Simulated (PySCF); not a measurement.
## Electronic structure of C$_{6}$H$_{14}$N$_{2}$Si (SMILES C=C[Si](C=C)(NC)NC) in real space

Input

```
{"job": {"kind": "uv", "xc": "CAM-B3LYP", "basis": "def2-SVPD", "ip": false, "nstates": 10}, "charge": 0, "multiplicity": 1}
Si    -0.100380     0.328957     0.076587
C     -0.226565     0.650070     1.919855
C     -0.802950    -0.228801     2.748436
H      0.187654     1.569797     2.357127
H     -1.228936    -1.165253     2.368184
H     -0.880785    -0.062694     3.829316
C      1.711951     0.191561    -0.389478
C      2.711022     0.110160     0.497777
H      1.977305     0.201475    -1.456739
H      2.516805     0.090947     1.576931
H      3.764308     0.056045     0.197301
N     -0.939555     1.629630    -0.695303
C     -1.067385     1.798673    -2.120664
H     -1.106727     2.469705    -0.154506
H     -0.301109     2.462297    -2.567722
H     -0.977121     0.817482    -2.612773
H     -2.056453     2.203156    -2.400280
N     -0.861689    -1.131484    -0.451087
C     -0.282714    -2.448090    -0.530940
H     -1.871598    -1.106959    -0.541534
H     -0.527843    -2.953853    -1.482286
H      0.814264    -2.371971    -0.480885
H     -0.594249    -3.121189     0.290942
```

Command:

```sh
OMP_NUM_THREADS=2 python probes_run.py task.json out
```

Geometry: PBE0-D3(BJ)/def2-SVP.

Computed with CAM-B3LYP/def2-SVPD, SCF density, gas phase in PySCF 2.14.0.

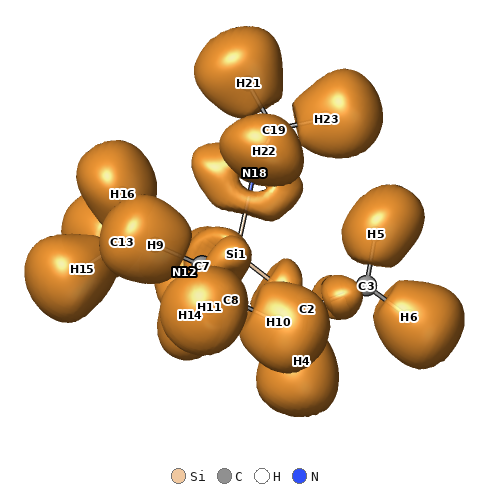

Figure 1. Isosurface of the ELF at 0.75 (orange), seen at a tilt. Only the valence region is drawn (cores and ρ < 0.01 e/Å³ removed).

Q: Describe the localisation domains.

A: At this value the surface marks out two regions between bonded C–C atoms (shared pairs), two regions between bonded C–Si atoms (shared pairs), twelve regions around hydrogen nuclei and two joined regions spread over several atoms (H, N), in which their bonds and any lone pairs are merged. Profiles from the grid: C–C (1.34 Å): the ELF peaks at about 0.90 between the atoms: a short, multiple covalent bond. C–N (1.44 Å): the ELF peaks at about 0.95 between the atoms, as expected for a shared electron pair.

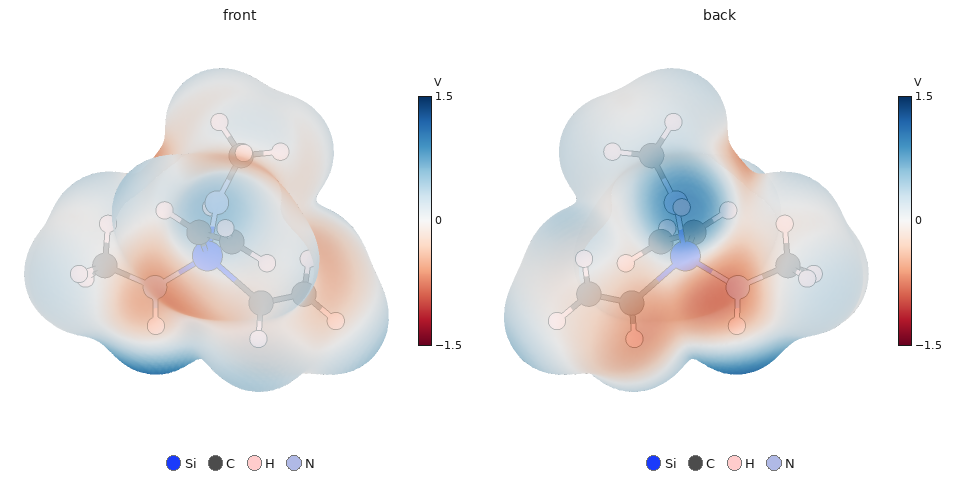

Figure 2. The molecular electrostatic potential painted on the density surface at 0.001 e/bohr³, seen from the front and from behind; the colour scale runs from red (negative) to blue (positive).

Q: Where is the surface potential most negative and most positive?

A: The most negative region (about −0.8 V, or −18 kcal/mol for a unit charge) lies over N12, the most positive (about +1.0 V, or +23 kcal/mol for a unit charge) over H14 and H20.

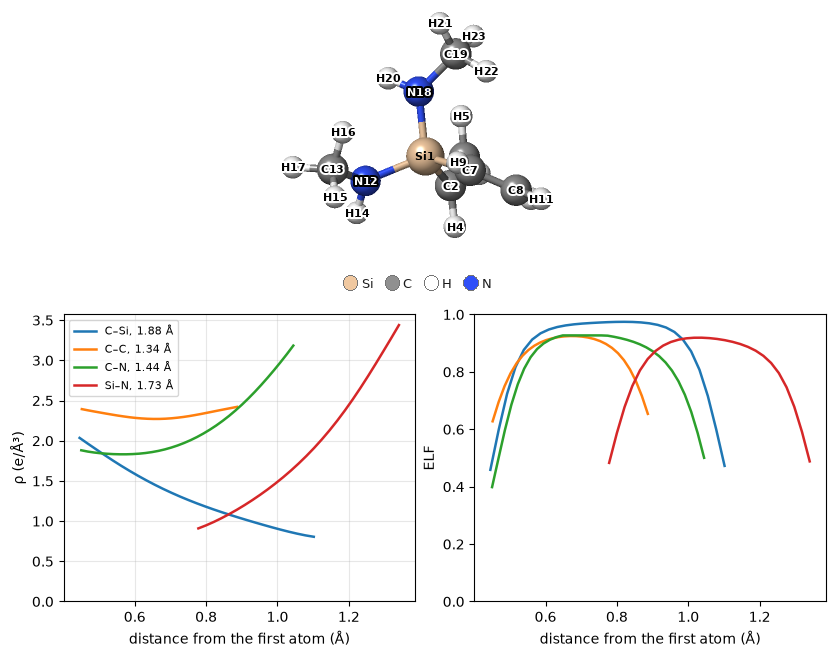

Figure 3. Electron density and ELF along straight lines between neighbouring atoms. The curves leave out the atomic cores. The structure is drawn too.

Q: What kind of bonding do the profiles show?

A: C–Si (1.88 Å): ρ is about 0.98 e/Å³ halfway; the ELF peaks at about 1 between the atoms (a covalent bond).
C–C (1.34 Å): ρ is about 2.3 e/Å³ halfway; the ELF peaks at about 0.90 between the atoms (a multiple bond).
C–N (1.44 Å): ρ is about 1.9 e/Å³ halfway; the ELF peaks at about 0.95 between the atoms; a covalent bond.
Si–N (1.73 Å): the density is about 1.1 e/Å³ at the midpoint; the ELF peaks at about 0.90 between the atoms (a shared but strongly polarised pair).
